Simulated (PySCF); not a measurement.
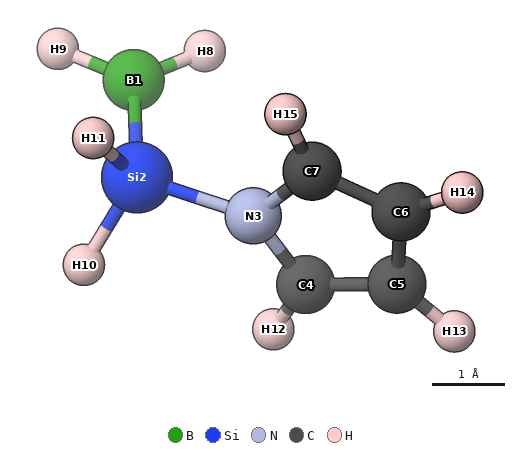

Fig. 1: The input geometry of run 1 (ball-and-stick view, seen at a tilt; atoms are numbered from 1 in the order of the input). Bond lengths as drawn: B–H 1.21 Å, B–Si 2.01 Å, C–C 1.38 to 1.42 Å, C–H 1.09 Å, C–N 1.38 Å, H–Si 1.50 Å and N–Si 1.78 Å.

## C4H8BNSi: a changed input and its effect

System: C4H8BNSi.
Method of run 1: GIAO KT2/pcSseg-1 NMR shielding, non-relativistic, gas phase (PySCF 2.14.0).

The geometry comes from this level: PBE0-D3(BJ)/def2-SVP. Text and figures count atoms from 1; the logs count them from 0 in places.

**The input, run 1**
```
{"job": {"kind": "nmr", "xc": "KT2", "basis": "pcSseg-1", "pop": false}, "charge": 0, "multiplicity": 1}
B     -2.767866     0.392303    -0.650818
Si    -1.565714    -1.160726    -0.225869
N      0.147623    -0.733008    -0.009577
C      1.064090    -0.557482    -1.024011
C      2.218309    -0.026142    -0.496010
C      2.000961     0.139465     0.900517
C      0.723281    -0.297707     1.164914
H     -2.356344     1.520810    -0.769377
H     -3.952874     0.199237    -0.797947
H     -1.611555    -2.163958    -1.335557
H     -1.993058    -1.815557     1.049837
H      0.825268    -0.839854    -2.048315
H      3.126112     0.206065    -1.049964
H      2.708635     0.524159     1.632705
H      0.177937    -0.346808     2.106183
```

The first line tells a small driver script what to run in PySCF; the rest is the geometry in Å.

Launched with:
```bash
OMP_NUM_THREADS=1 python <driver script> task.json out
```

Hardware: 1 CPU thread, shared host.

**Output (run 1)**
```
coarse grid: 13080 points
cycle   1  E = -532.9176820682  dE =  7.072e-01  |g| = 4.613e-01  |ddm| = 3.597e+00
cycle   2  E = -532.2386724717  dE =  6.790e-01  |g| = 1.343e+00  |ddm| = 2.120e+00
cycle   3  E = -532.9465813308  dE = -7.079e-01  |g| = 2.986e-01  |ddm| = 1.958e+00
cycle   4  E = -532.9792811455  dE = -3.270e-02  |g| = 8.265e-02  |ddm| = 4.852e-01
cycle   5  E = -532.9798903866  dE = -6.092e-04  |g| = 7.945e-02  |ddm| = 1.957e-01
cycle   6  E = -532.9815438030  dE = -1.653e-03  |g| = 2.275e-02  |ddm| = 9.302e-02
cycle   7  E = -532.9816517519  dE = -1.079e-04  |g| = 7.437e-03  |ddm| = 2.280e-02
cycle   8  E = -532.9816651912  dE = -1.344e-05  |g| = 1.369e-03  |ddm| = 7.871e-03
cycle   9  E = -532.9816659108  dE = -7.197e-07  |g| = 2.693e-04  |ddm| = 2.963e-03
final grid: 121936 points
cycle  10  E = -532.9909816610  dE = -2.011e-04  |g| = 1.581e-02  |ddm| = 6.721e-02
cycle  11  E = -532.9909121743  dE =  6.949e-05  |g| = 2.148e-02  |ddm| = 3.670e-02
cycle  12  E = -532.9910285282  dE = -1.164e-04  |g| = 3.794e-03  |ddm| = 2.755e-02
cycle  13  E = -532.9910314881  dE = -2.960e-06  |g| = 1.439e-03  |ddm| = 4.858e-03
cycle  14  E = -532.9910319908  dE = -5.027e-07  |g| = 3.657e-04  |ddm| = 1.578e-03
cycle  15  E = -532.9910320265  dE = -3.574e-08  |g| = 9.612e-05  |ddm| = 4.699e-04
cycle  16  E = -532.9910320289  dE = -2.397e-09  |g| = 3.339e-05  |ddm| = 1.194e-04
cycle  17  E = -532.9910320293  dE = -3.190e-10  |g| = 5.632e-06  |ddm| = 4.231e-05
converged SCF energy = -532.9910320293

GIAO shielding tensors (ppm)
atom      isotropic    diamagn.    paramagn.     s11        s22        s33       span
  0 B      -12.299     199.074    -211.372   -127.069    -45.679    135.852    262.921
  1 Si     394.023     883.232    -489.209    332.005    379.431    470.632    138.627
  2 N       99.285     330.525    -231.240     13.385     82.101    202.368    188.983
  3 C       63.810     252.515    -188.705    -10.794     71.635    130.588    141.381
  4 C       73.405     255.137    -181.732     -2.795     66.098    156.912    159.707
  5 C       73.764     255.096    -181.332     -2.167     66.347    157.113    159.279
  6 C       63.365     252.882    -189.517    -11.461     71.691    129.867    141.328
  7 H       21.287      29.781      -8.495      8.611     27.429     27.819     19.208
  8 H       21.048      28.512      -7.463      9.098     25.848     28.200     19.102
  9 H       25.611      28.186      -2.575     21.397     25.125     30.312      8.915
 10 H       25.624      28.355      -2.732     21.383     25.183     30.304      8.921
 11 H       24.538      31.384      -6.846     21.349     25.317     26.947      5.598
 12 H       24.716      30.817      -6.101     22.542     25.039     26.567      4.025
 13 H       24.741      30.984      -6.243     22.558     25.051     26.614      4.056
 14 H       24.558      31.836      -7.278     21.338     25.371     26.967      5.629
```

For run 2 the input was changed thus:
```diff
-"xc": "KT2"
+"xc": "PBE0"
-"pop": false
```

How does run 2 compare with run 1?

The total energies belong to different methods, so their difference says nothing on which is more stable or more accurate. The HOMO goes from −5.18 to −6.16 eV. The LUMO goes from −3.65 to −2.70 eV. The dipole moment goes from 1.42 to 1.66 D. Of all shieldings, the largest change is that of Si2, by −8.6 ppm. The functional changes from KT2 to PBE0. Exact exchange removes part of the self-interaction error of semilocal functionals, which pushes filled and empty levels apart. The SCF takes 13 iterations against 17.

**Output (run 2)**
```
coarse grid: 13080 points
cycle   1  E = -525.7639233020  dE =  8.564e-01  |g| = 3.743e-01  |ddm| = 3.544e+00
cycle   2  E = -525.7391393486  dE =  2.478e-02  |g| = 4.884e-01  |ddm| = 9.421e-01
cycle   3  E = -525.8026358748  dE = -6.350e-02  |g| = 8.207e-02  |ddm| = 5.686e-01
cycle   4  E = -525.8038911412  dE = -1.255e-03  |g| = 4.458e-02  |ddm| = 1.059e-01
cycle   5  E = -525.8043435642  dE = -4.524e-04  |g| = 7.049e-03  |ddm| = 4.063e-02
cycle   6  E = -525.8043528181  dE = -9.254e-06  |g| = 3.073e-03  |ddm| = 7.292e-03
final grid: 121936 points
cycle   7  E = -525.8428991295  dE = -2.335e-05  |g| = 8.076e-03  |ddm| = 2.718e-02
cycle   8  E = -525.8428875266  dE =  1.160e-05  |g| = 1.109e-02  |ddm| = 1.614e-02
cycle   9  E = -525.8429146705  dE = -2.714e-05  |g| = 1.015e-03  |ddm| = 8.853e-03
cycle  10  E = -525.8429148850  dE = -2.146e-07  |g| = 3.904e-04  |ddm| = 1.053e-03
cycle  11  E = -525.8429149192  dE = -3.414e-08  |g| = 9.716e-05  |ddm| = 4.104e-04
cycle  12  E = -525.8429149216  dE = -2.439e-09  |g| = 2.805e-05  |ddm| = 1.154e-04
cycle  13  E = -525.8429149218  dE = -1.806e-10  |g| = 5.492e-06  |ddm| = 2.956e-05
converged SCF energy = -525.8429149218

GIAO shielding tensors (ppm)
atom      isotropic    diamagn.    paramagn.     s11        s22        s33       span
  0 B      -19.608     197.773    -217.382   -140.668    -55.674    137.518    278.187
  1 Si     385.436     880.097    -494.661    323.853    370.406    462.049    138.196
  2 N       94.479     331.258    -236.779      4.360     73.308    205.770    201.411
  3 C       56.139     251.996    -195.858    -26.761     63.099    132.078    158.838
  4 C       65.415     256.060    -190.645    -18.239     56.184    158.299    176.539
  5 C       65.698     255.942    -190.244    -17.767     56.394    158.468    176.235
  6 C       55.807     252.307    -196.500    -27.227     63.247    131.400    158.627
  7 H       21.108      29.629      -8.521      7.837     27.413     28.075     20.239
  8 H       20.945      28.520      -7.575      8.642     25.971     28.221     19.579
  9 H       25.865      28.200      -2.335     21.569     25.389     30.636      9.067
 10 H       25.873      28.339      -2.466     21.544     25.445     30.631      9.088
 11 H       24.525      31.078      -6.554     21.149     25.441     26.984      5.836
 12 H       24.665      30.700      -6.035     22.387     25.142     26.467      4.080
 13 H       24.686      30.858      -6.172     22.401     25.153     26.505      4.105
 14 H       24.543      31.497      -6.953     21.132     25.489     27.009      5.877
```

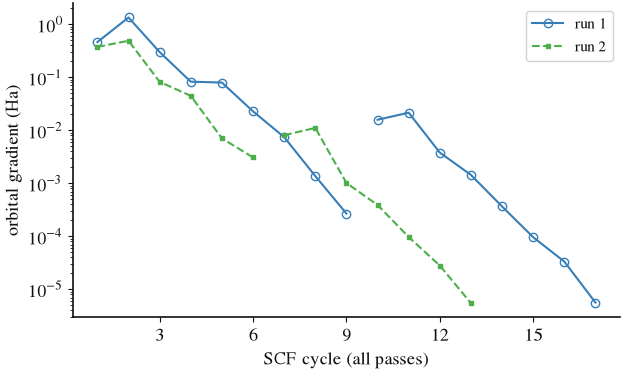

Fig. 2: Convergence of the two runs: orbital gradient against the SCF cycle. A break in a curve parts two SCF passes (coarse and final grid). Run 1 takes 17 cycles in all, and run 2 takes 13.

**The two runs side by side**

| quantity | run 1 | run 2 |
| --- | --- | --- |
| outcome | converged | converged |
| total energy (hartree) | −532.991032 | −525.842915 |
| HOMO (eV) | −5.18 | −6.16 |
| LUMO (eV) | −3.65 | −2.70 |
| dipole moment (D) | 1.42 | 1.66 |
| shielding of B1 (ppm) | −12.3 | −19.6 |
| shielding of Si2 (ppm) | 394.0 | 385.4 |
| shielding of N3 (ppm) | 99.3 | 94.5 |
| shielding of C4 (ppm) | 63.8 | 56.1 |
| shielding of C5 (ppm) | 73.4 | 65.4 |
| shielding of C6 (ppm) | 73.8 | 65.7 |
| shielding of C7 (ppm) | 63.4 | 55.8 |
| SCF iterations | 17 | 13 |
| basis functions | 166 | 166 |
| wall time (shared host) | 27 s | 28 s |
